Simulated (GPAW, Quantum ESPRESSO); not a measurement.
Consider K (Fm-3m).

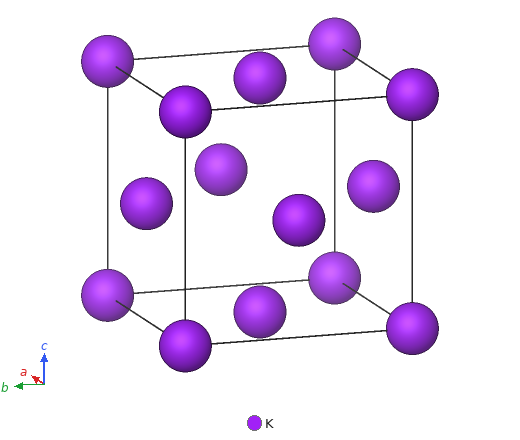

The structure (potassium purple). Some periodic images of atoms are drawn too.

```xyz
1
Lattice="0.0000 3.3919 3.3919 3.3919 0.0000 3.3919 3.3919 3.3919 0.0000" Properties=species:S:1:pos:R:3 pbc="T T T"
K     0.0000    0.0000    0.0000
```

Absorber: atom 1, with 12 K at 4.80 Å (cuboctahedral, site symmetry m-3m). Method: Quantum ESPRESSO XSpectra, LDA, excited-electron core hole (neutral cell), 4-atom cell with 6.8 Å between holes, 5×5×5 k points, dipole transitions, Lorentzian half width 0.37 eV up to 4 eV, rising linearly to 2.5 eV at 25 eV.

This is not the structure that K takes at ambient pressure and room temperature (bcc); it is a model or a phase of other conditions.

Question: Predict the near-edge structure at the K K edge.

Main maxima up to 30 eV above the zero (height): 1.3 eV (1.42), 2.7 eV (0.63), 6.4 eV (1.71), 13.8 eV (1.15) and 27.0 eV (0.96). A K edge sees empty p states on the absorber. The total-energy difference is 3613.23 eV. One term is added: -19.73 eV, since the hole is spin-paired here and a spin-polarised one costs that much less in the free atom (computed apart). The photon energy is then 3593.50 eV. The tabulated edge of the element is 3608.4 eV. The functional leaves an error in such absolute values: in the free atom LDA prices this hole 11.1 eV below PBE (computed apart), and PBE is itself good to a few eV.

The K K spectrum (energy from the energy zero of the input (xe0, at the border of filled and empty states); intensity scaled to a mean of 1 over the first 20 eV; the points at xe0, where the cut of filled states can leave a spike, are interpolated):

```csv
E (eV),intensity
-2.0,0.06
-0.5,0.22
1.0,1.16
2.5,0.62
4.0,1.00
5.5,1.45
7.0,1.55
8.5,0.86
10.0,0.64
11.5,0.84
13.0,1.12
14.5,1.14
16.0,1.04
17.5,0.96
19.0,0.94
20.5,0.93
22.0,0.90
23.5,0.89
25.0,0.92
26.5,0.96
28.0,0.95
29.5,0.89
31.0,0.84
```

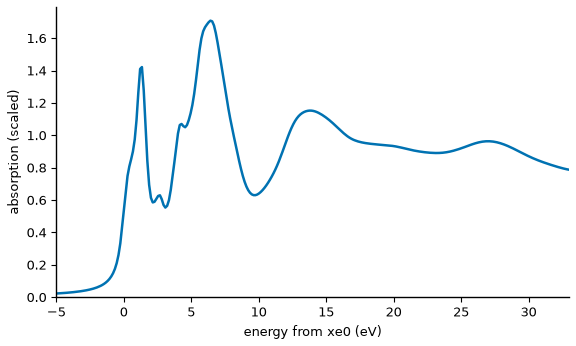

The K K edge.

The structure is a computed Materials Project entry and may be a hypothetical form.

[Banner, clock and machine lines of the logs are left out without a mark of their own.]

[Logs are printed without paths, hosts, clocks, repeated set-up lines and the standing remarks that a program may print on its own settings, such as how far it seeks lower states.]

[Hosts, paths, dates, database ids (printed as entryN), source tags and the programs' standing remarks are cut or masked in the printed files.]

[Lists of maxima count a maximum above −3 eV only where it reaches 4 % of the highest in the window and stands out from its surroundings by 2 % of it (1.5 % where it reaches 55 %); shoulders and weaker maxima are passed over, and of the rest the first, up to two pre-edge ones and the few strongest are named.]
